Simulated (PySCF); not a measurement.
**SiNH4O (SMILES N[SiH]O) at UCAM-B3LYP/aug-cc-pVDZ (density fitting with cc-pvtz-jkfit)**

Aim: the vertical ionisation energy of SiNH4O at UCAM-B3LYP/aug-cc-pVDZ (density fitting with cc-pvtz-jkfit), from 2 runs. 

The calculation is run with PySCF 2.14.0.

2 further runs of the same task are left out: 2 set aside as unsound or not needed.

## Step 1: The system as given

SiNH4O has 7 atoms, charge 0, and is taken as a doublet. As SMILES, `N[SiH]O`. The coordinates come from a PBE0-D4/def2-TZVP relaxation. This is one conformer, not always the lowest.

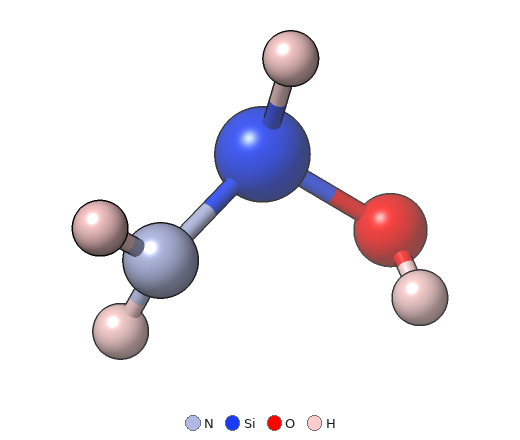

Viewed from a chosen angle; nitrogen light blue, silicon blue, oxygen red, hydrogen pink.

## Step 2: A single-point energy at UCAM-B3LYP/aug-cc-pVDZ (density fitting with cc-pvtz-jkfit)

Input file calc.py:

```python
from pyscf import gto, dft

mol = gto.M(
    atom='''
N       -0.694900       0.548300      -0.575200
Si       0.293100       0.159000       0.781300
O        1.622900      -0.672400       0.270300
H       -0.355900       1.168100      -1.294800
H       -1.685800       0.673200      -0.432900
H       -0.599100      -0.661900       1.664700
H        1.480900      -1.282400      -0.459000
''',
    spin=1,
    verbose=3,
    charge=0,
    basis='aug-cc-pvdz',
    max_memory=1860,
)

mf = dft.UKS(mol)
mf.xc = 'cam-b3lyp'
mf = mf.density_fit(auxbasis='cc-pvtz-jkfit')
mf.grids.level = 4
mf.conv_tol = 1e-10
mf.kernel()
if not mf.converged:
    mf = mf.newton().run(mf.mo_coeff, mf.mo_occ)

e_tot = mf.e_tot
print('Final energy', e_tot)
```

The run is started by

```bash
$ OMP_NUM_THREADS=1 python calc.py
```

Log:

```text
WARN: HOMO -0.150923265972475 >= LUMO -0.150923265972474

converged SCF energy = -421.862243839387  <S^2> = 0.75238949  2S+1 = 2.0023881
Final energy -421.8622438393867
```

Run time: 28 s. Hardware: 1 thread of Arm Neoverse V2, shared host; peak memory 0.46 GiB.

## Step 3: The singlet cation

Input file run.py:

```python
from pyscf import gto, dft

mol = gto.Mole()
mol.atom = '''
N     -1.313171     1.036137    -1.086970
Si     0.553879     0.300466     1.476443
O      3.066837    -1.270652     0.510793
H     -0.672554     2.207389    -2.446817
H     -3.185700     1.272164    -0.818062
H     -1.132135    -1.250810     3.145827
H      2.798495    -2.423385    -0.867384
'''
mol.basis = 'aug-cc-pvdz'
mol.verbose = 3
mol.max_memory = 1860
mol.spin = 0
mol.charge = 1
mol.unit = 'bohr'
mol.build()

mf = dft.RKS(mol)
mf.xc = 'cam-b3lyp'
mf = mf.density_fit(auxbasis='cc-pvtz-jkfit')
mf.conv_tol = 1e-10
mf.grids.level = 4
mf.kernel()
if not mf.converged:
    mf = mf.newton().run(mf.mo_coeff, mf.mo_occ)

e_tot = mf.e_tot
print('E(%s) = %.9f' % ('CAM-B3LYP', e_tot))
```

The run is started by

```bash
$ OMP_NUM_THREADS=1 python run.py
```

Log:

```text
converged SCF energy = -421.572465698361
E(CAM-B3LYP) = -421.572465698
```

It took 14 s on 1 thread of Arm Neoverse V2, shared host; peak memory 0.47 GiB.

## Step 4: What came out

At UCAM-B3LYP/aug-cc-pVDZ (density fitting with cc-pvtz-jkfit):

```
                                          quantity          value
                      doublet SiNH4O: total energy  -421.86224 Eh
                     doublet SiNH4O: dipole moment         2.27 D
doublet SiNH4O: HOMO energy (highest over α and β)       -6.76 eV
 doublet SiNH4O: LUMO energy (lowest over α and β)       -0.99 eV
                              doublet SiNH4O: ⟨S²⟩          0.752
                      singlet cation: total energy  -421.57247 Eh
                       singlet cation: HOMO energy      -16.27 eV
                       singlet cation: LUMO energy       -8.92 eV
                     singlet cation: HOMO–LUMO gap        7.36 eV
vertical ionisation energy (to the singlet cation)       7.885 eV
```

What this shows: Removing an electron at fixed nuclei costs 7.89 eV (761 kJ/mol). Only the singlet of the ionised species was computed; a triplet could lie lower. Mulliken charges (doublet SiNH4O) run from -0.63 on O3 to +0.54 on Si2; in a basis this large or diffuse they mean little. Mulliken charges (singlet cation) run from -0.57 on O3 to +1.07 on Si2; in a basis this large or diffuse they mean little.
